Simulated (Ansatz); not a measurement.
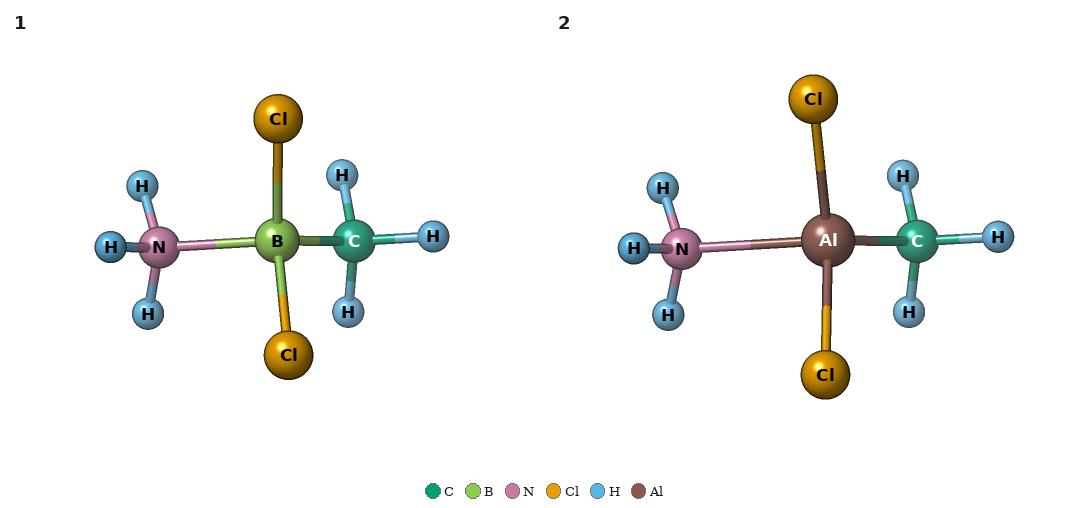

2 molecules with one skeleton, seen from the same side and at one scale. Charge 0, singlet. Computed geometries: PBE0-D4/def2-TZVP optimisations, one conformation each. Properties computed with Ansatz 0.2.0.

One atom differs, called X below: B in panel 1, Al in panel 2. Their formulas are CH6BCl2N (`C[B-]([NH3+])(Cl)Cl`), CH6AlCl2N (`[CH3][Al-]([NH3+])([Cl])[Cl]`).

In which is the length of X–N larger (PBE0-D4/def2-TZVP)?

In panel 2 (X = Al).

In which is the mean angle N–X–Cl larger (PBE0-D4/def2-TZVP)?

In panel 1 (X = B).

Give the values. With PBE0-D4/def2-TZVP: length of X–C (Å), mean length of X–Cl (Å), length of X–N (Å), mean angle N–X–Cl (°). With PBE0-D4/def2-TZVPP: HOMO energy (Kohn–Sham orbital) (eV), HOMO–LUMO gap (eV). With r2SCAN-D4/def2-TZVPP: dipole moment (D).

```tsv
quantity	1 (B)	2 (Al)	2 − 1
length of X–C (Å)	1.585	1.944	+0.359
mean length of X–Cl (Å)	1.853	2.137	+0.284
length of X–N (Å)	1.625	2.023	+0.398
mean angle N–X–Cl (°)	103.0	97.7	−5.3
HOMO energy (Kohn–Sham orbital) (eV)	−7.83	−7.92	−0.09
HOMO–LUMO gap (eV)	7.64	7.56	−0.08
dipole moment (D)	5.97	6.05	+0.08
```
